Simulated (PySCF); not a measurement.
**NH$_{3}$···CH$_{4}$O: density, localisation and related maps**

Input file:

```
{"job": {"kind": "inter", "xc": "wB97M-D3(BJ)", "basis": "def2-TZVPD", "pairs": false}, "charge": 0, "multiplicity": 1, "parts": [{"atoms": "0-3", "charge": 0, "multiplicity": 1}, {"atoms": "4-9", "charge": 0, "multiplicity": 1}]}
N      0.507320     0.446503    -0.108744
H      1.348916    -0.083449     0.099017
H     -0.288514    -0.157638     0.076778
H      0.511796     0.643833    -1.105848
C      0.325055     2.746691     2.617926
O      0.389162     2.968935     1.241514
H     -0.574298     2.174987     2.916391
H      0.279940     3.722505     3.122586
H      1.212918     2.211387     3.005295
H      0.427379     2.107581     0.781638
```

Command:

```sh
OMP_NUM_THREADS=1 python cluster_run.py task.json out
```

Geometry: PBE0-D3(BJ)/def2-SVPD.

Level of theory: wB97M-D3(BJ)/def2-TZVPD, SCF density, gas phase (PySCF).

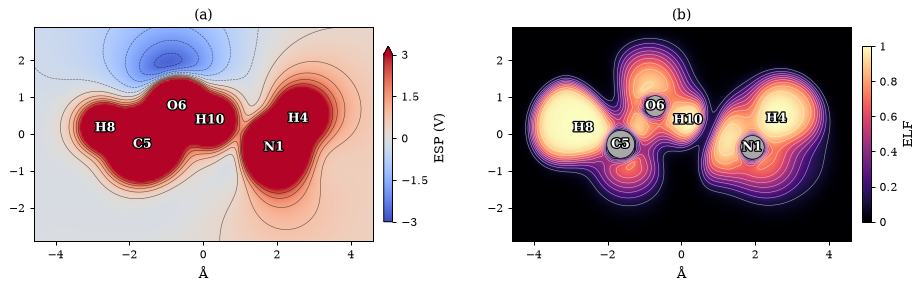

Figure 1. (a) electrostatic potential; (b) ELF on the plane of atoms O6, C5 and H8. Grey discs cover the atomic cores in the ELF map.

### Read the bonding off the picture.

- The plane passes through N, H, C and O nuclei.
- N1···H10 (1.89 Å): the ELF dips to about 0.15 between them: by its geometry a hydrogen bond between the two molecules, with no shared pair.
- C–O (1.40 Å): the ELF peaks at about 0.90 between the atoms (a polar covalent bond).
- O–H (0.98 Å): the ELF climbs to about 1 towards the hydrogen, as it does in any bond to H (an ordinary covalent bond to hydrogen).
- N–H (1.02 Å): the ELF climbs to about 1 towards the hydrogen; an ordinary covalent bond to hydrogen.
- C–H (1.10 Å): the ELF climbs to about 1 towards the hydrogen; a covalent bond by its length.
- The ELF also peaks beside O6, away from the bonds: lone-pair regions.
- Outside the dense part of the complex the potential is most negative (−2.6 V) near O6.

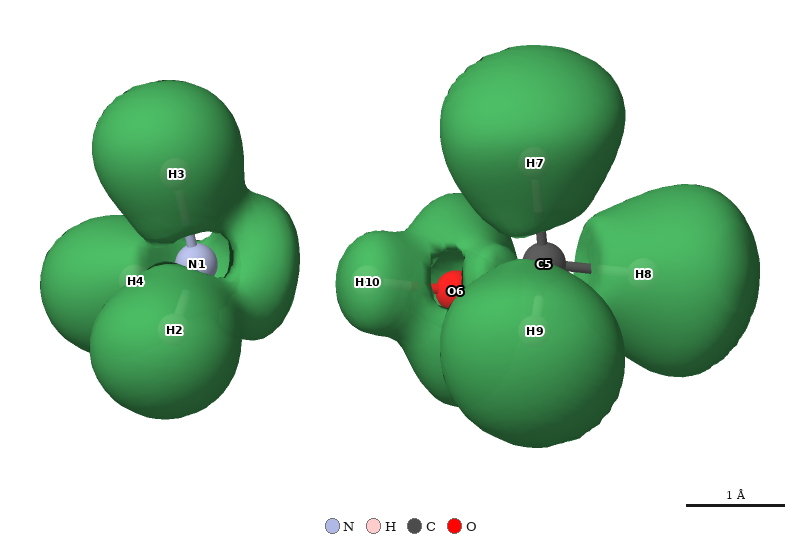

Figure 2. Isosurface of the ELF at 0.75 (green), seen from one side. Core shells and regions of very low density are left out.

### Identify the bonds, lone pairs and shells in this picture.

At this value the surface marks out three regions around hydrogen nuclei, one joined region spread over several atoms (H, N), in which their bonds and any lone pairs are merged and one joined region spread over several atoms (H, O), in which their bonds and any lone pairs are merged.

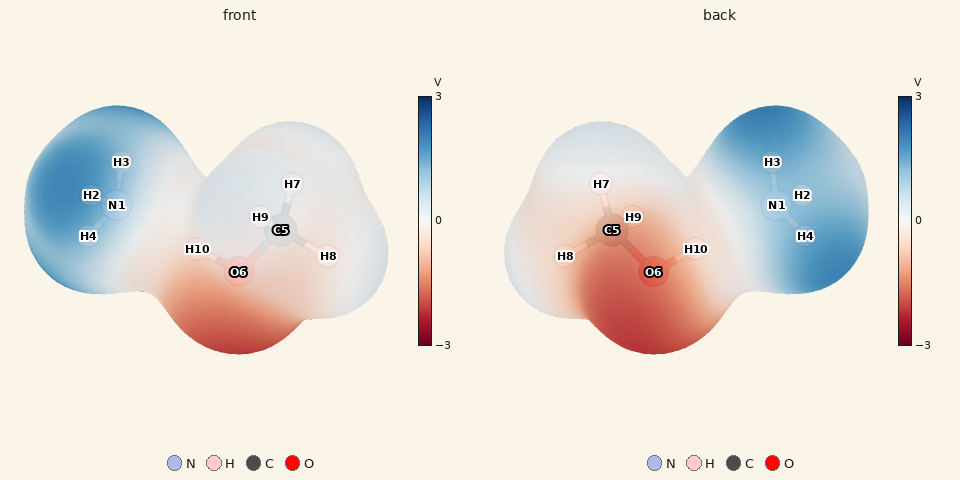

Figure 3. The electrostatic potential painted on the density surface at 0.002 e/bohr³, seen from the front and from behind; red is negative and blue positive.

### Where is the surface potential most negative and most positive?

The most negative region (about −2.1 V) lies over O6, the most positive (about +2.0 V) over H2, H3 and H4. O6 is the likeliest acceptor of a hydrogen bond.
